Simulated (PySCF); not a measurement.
**CH6AlGaTe (SMILES [GaH2][AlH][CH2][TeH]): levels of theory compared**

Wanted: a comparison of 6 runs (HF/3-21G, HF/def2-SVP, B3LYP/STO-3G, PBE0/def2-SVP, CAM-B3LYP/def2-SVPD, CCSD(T)/3-21G) of CH6AlGaTe. Input form: a Python script.

Program for the calculation: PySCF 2.14.0.

2 further runs of the same task are left out: 2 set aside as unsound or not needed.

## 1. The system as given

The species is CH6AlGaTe (10 atoms), meant as a singlet with charge 0. SMILES: `[GaH2][AlH][CH2][TeH]`. The shape comes from GFN2-xTB, which is rough for such elements, and wasn't checked as a minimum. This is one conformer, not always the lowest.

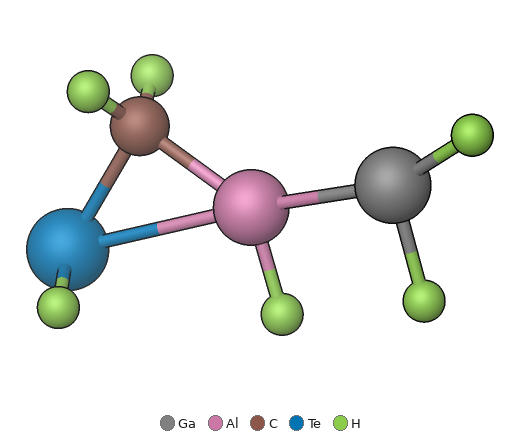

Viewed from a chosen angle; gallium grey, aluminium pink, carbon brown, tellurium blue, hydrogen green.

## 2. Energy and forces at HF/3-21G (run 1)

File input.py:

```python
from pyscf import gto

mol = gto.M(
    atom='''
Ga    -3.672248     3.244868    -0.505502
Al    -0.380100    -0.086266    -0.425472
C      1.307218    -2.120594     2.256692
Te     4.112554    -3.603179    -0.435147
H     -3.299216     3.192125    -3.744417
H     -5.870094     5.276229     0.432615
H     -0.067444     0.036188    -3.391151
H      2.315935    -1.362587     3.891570
H      0.303528    -3.810859     2.912427
H      5.249848    -0.765925    -0.991596
''',
    verbose=3,
    unit='bohr',
    basis='3-21g',
    max_memory=1860,
)

mf = mol.RHF()
mf.conv_tol = 1e-10
mf.kernel()
if not mf.converged:
    mf = mf.newton().run(mf.mo_coeff, mf.mo_occ)

energy = mf.e_tot
print('Final energy', energy)
grad = mf.nuc_grad_method().kernel()
mf.analyze()
```

Started as:

```
$ OMP_NUM_THREADS=1 python input.py
```

Standard output:

```text
converged SCF energy = -8778.15413874456
[... 21 lines left out ...]
MO #12  energy= -35.6501129979255  occ= 2
[... 14 lines left out ...]
MO #27  energy= -4.87082151466889  occ= 2
[... 14 lines left out ...]
MO #42  energy= -1.06416781761201  occ= 2
[... 14 lines left out ...]
MO #57  energy= 0.0843733493242318 occ= 0
[... 14 lines left out ...]
MO #72  energy= 0.4592913438658    occ= 0
[... 14 lines left out ...]
MO #87  energy= 1.87134220266843   occ= 0
[... 11 lines left out ...]
Dipole moment(X, Y, Z, Debye):  0.55281, -0.91807,  2.32246
```

Wall time 9 s (1 thread of Intel Xeon at 2.70GHz, shared host); peak memory 0.17 GiB.

## 3. Energy and gradient at HF/def2-SVP (core potential) (run 2)

File calc.py:

```python
# [GaH2][AlH][CH2][TeH]
from pyscf import gto, scf

mol = gto.Mole()
mol.atom = [
    ('Ga', (-1.943270, 1.717110, -0.267500)),
    ('Al', (-0.201140, -0.045650, -0.225150)),
    ('C', (0.691750, -1.122170, 1.194190)),
    ('Te', (2.176270, -1.906720, -0.230270)),
    ('H', (-1.745870, 1.689200, -1.981460)),
    ('H', (-3.106320, 2.792060, 0.228930)),
    ('H', (-0.035690, 0.019150, -1.794520)),
    ('H', (1.225540, -0.721050, 2.059330)),
    ('H', (0.160620, -2.016620, 1.541190)),
    ('H', (2.778100, -0.405310, -0.524730)),
]
mol.ecp = {'Te': 'def2-svp'}
mol.verbose = 4
mol.basis = 'def2-svp'
mol.max_memory = 1860
mol.spin = 0
mol.charge = 0
mol.build()

mf = scf.RHF(mol)
mf.conv_tol = 1e-10
mf.kernel()
if not mf.converged:
    mf = mf.newton().run(mf.mo_coeff, mf.mo_occ)

etot = mf.e_tot
print('E = %.10f Eh' % etot)
grad = mf.nuc_grad_method().kernel()
dip = mf.dip_moment()
pop, q = mf.mulliken_pop()
```

Started as:

```
$ OMP_NUM_THREADS=1 python calc.py
```

Standard output:

```text
PySCF version 2.14.0

[... 76 lines left out ...]
converged SCF energy = -2473.07610483784
[... 12 lines left out ...]
Dipole moment(X, Y, Z, Debye):  0.72833, -1.21761,  2.30702
[... 131 lines left out ...]
charge of    9H =     -0.02808
```

Wall time 30 s (1 thread of Intel Xeon at 2.70GHz, shared host); peak memory 0.32 GiB.

Runs 3 to 5 aren't shown in full; the table further down has their settings and results.

## 4. A single-point energy at CCSD(T)/3-21G (run 6)

File calc.py:

```python
from pyscf import gto, cc

system = gto.M(
    atom='''
Ga    -1.943270     1.717110    -0.267500
Al    -0.201140    -0.045650    -0.225150
C      0.691750    -1.122170     1.194190
Te     2.176270    -1.906720    -0.230270
H     -1.745870     1.689200    -1.981460
H     -3.106320     2.792060     0.228930
H     -0.035690     0.019150    -1.794520
H      1.225540    -0.721050     2.059330
H      0.160620    -2.016620     1.541190
H      2.778100    -0.405310    -0.524730
''',
    max_memory=1860,
    charge=0,
    verbose=4,
    basis='3-21g',
)

hf = system.RHF()
hf.conv_tol = 1e-10
hf.kernel()
if not hf.converged:
    hf = hf.newton().run(hf.mo_coeff, hf.mo_occ)

mycc = cc.CCSD(hf, frozen=33)
mycc.kernel()
e_t = mycc.ccsd_t()
etot = mycc.e_tot + e_t
print('Final energy', etot)
dip = hf.dip_moment()
pop, q = hf.mulliken_pop()
```

Started as:

```
$ OMP_NUM_THREADS=1 python calc.py
```

Standard output:

```text
PySCF version 2.14.0

[... 66 lines left out ...]
converged SCF energy = -8778.15413872694
[... 12 lines left out ...]
Init t2, MP2 energy = -8778.36287869772  E_corr(MP2) -0.208739970782949
[... 15 lines left out ...]
CCSD converged
[... 2 lines left out ...]
Final energy -8778.417548176756
Dipole moment(X, Y, Z, Debye):  0.55281, -0.91807,  2.32246
[... 98 lines left out ...]
charge of    9H =     -0.15367
```

It took 12 s on 1 thread of Intel Xeon at 2.70GHz, shared host; peak memory 0.28 GiB.

## 5. Overview of the runs

```csv
run,level,core potential,integration grid,energy (Eh),dipole moment (D) of the reference,HOMO energy (eV),LUMO energy (eV),wall time
1,HF/3-21G,–,–,-8778.154139,2.56,-7.77,-0.26,9 s
2,HF/def2-SVP (core potential),def2-svp,–,-2473.076105,2.71,-7.95,-0.09,30 s
3,B3LYP/STO-3G,–,5,-8732.130594,1.45,-2.54,-0.39,95 s
4,PBE0/def2-SVP (core potential),def2-svp,5,-2476.167960,2.56,-5.82,-2.83,84 s
5,CAM-B3LYP/def2-SVPD (core potential),def2-svp,5,-2476.665830,2.64,-7.02,-1.86,4.2 min
6,CCSD(T)/3-21G,–,–,-8778.417548,2.56,-7.77,-0.26,12 s
```

## 6. What came out

```
                                           quantity           value
                                run 6: total energy  -8778.41755 Eh
        run 6: dipole moment (Hartree–Fock density)          2.56 D
         run 6: HOMO energy (Hartree–Fock orbitals)        -7.77 eV
         run 6: LUMO energy (Hartree–Fock orbitals)        -0.26 eV
       run 6: HOMO–LUMO gap (Hartree–Fock orbitals)         7.51 eV
run 6: correlation energy (33 core orbitals frozen)      -263.4 mEh
                              run 6: (T) correction       -6.42 mEh
                               run 6: T1 diagnostic           0.009
```

**Reading.** Over runs 1, 2, 3, 4, 5 the dipole moment (its size) runs from 1.45 D (B3LYP/STO-3G) to 2.71 D (HF/def2-SVP). The two ends differ in method and basis and core potential. Over runs 1, 2, 3, 4, 5 the HOMO–LUMO gap runs from 2.15 eV (B3LYP/STO-3G) to 7.86 eV (HF/def2-SVP). Totals of different functionals can't be ranked against each other. Some runs of one species differ in core potentials or relativity; totals across that change don't compare. In run 3 the basis is minimal, so the values are rough. In runs 1, 3, 6 relativity is left out where basis or elements ask for it. All runs together took 8 min, the longest 4.2 min.
